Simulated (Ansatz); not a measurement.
Reaction (SMILES): OO (H2O2) + H+ → O[OH2+]
B3LYP-D3(BJ)/def2-TZVP geometries, fixed; electronic energies without zero-point terms; positive where energy is released.
Largest species:
```xyz
5

O      0.1360     0.5595    -0.3416
O     -0.1596    -0.6562     0.3979
H      1.0537     0.8157    -0.0797
H     -0.3477    -1.2726    -0.3451
H     -0.5172     1.2304    -0.0259
```
Charge +1, spin multiplicity 1.

Basis-set convergence of the proton affinity at PBE with Ansatz (a first-principles code). Cartesian d functions, on some or all atoms, in 6-31G**; all else is spherical. The program fits the integrals of some runs and decomposes those of others, by size. No added dispersion term, no relativity. Functions are those of the species that has most. Reference: the value in pcseg-4, 165.61 kcal/mol, itself unsure by roughly 0.13 kcal/mol (its mean distance from aug-pcseg-3, aug-cc-pVQZ, cc-pV5Z). Deviations are taken from unrounded values.

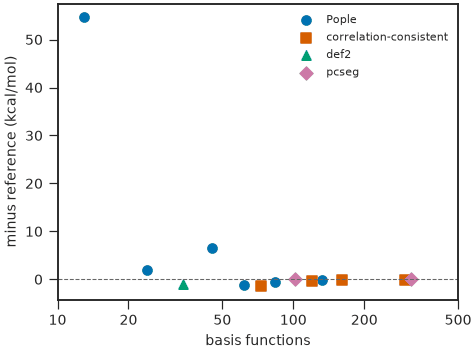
Figure. Deviation from the reference against the number of basis functions, by family of sets.

| basis | functions | proton affinity (kcal/mol) | minus reference (kcal/mol) |
|---|---|---|---|
| STO-3G | 13 | 220.27 | 54.66 |
| 6-31G | 24 | 167.60 | 1.99 |
| def2-SV(P) | 34 | 164.65 | -0.96 |
| 6-31G** | 45 | 172.11 | 6.50 |
| 6-311+G** | 62 | 164.38 | -1.23 |
| aug-cc-pVDZ | 73 | 164.16 | -1.45 |
| 6-311++G(2d,2p) | 84 | 164.99 | -0.63 |
| pcseg-2 | 102 | 165.76 | 0.15 |
| jun-cc-pV(T+d)Z | 120 | 165.34 | -0.27 |
| 6-311++G(3df,3pd) | 132 | 165.42 | -0.19 |
| aug-cc-pVTZ | 161 | 165.42 | -0.19 |
| aug-cc-pVQZ | 298 | 165.58 | -0.03 |
| aug-pcseg-3 | 317 | 165.60 | -0.02 |
